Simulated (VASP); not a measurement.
Shape and ions are relaxed at each volume.

Energy against volume of GaN (wurtzite). The numbers are results of AM05 GGA, VASP's PBE PAW potentials (set 64) (plane waves; VASP), not measurements.

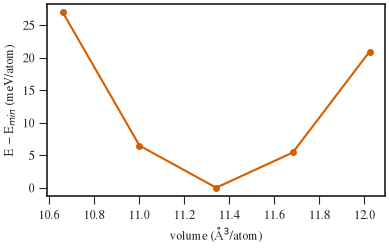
Fig. 1. Energy against volume

Task: Estimate the equilibrium volume and the bulk modulus.

Result: The minimum lies near 11.3 Å³/atom, and the curvature gives B0 of about 190 GPa.

The compound is GaN in the wurtzite structure. It was relaxed first.
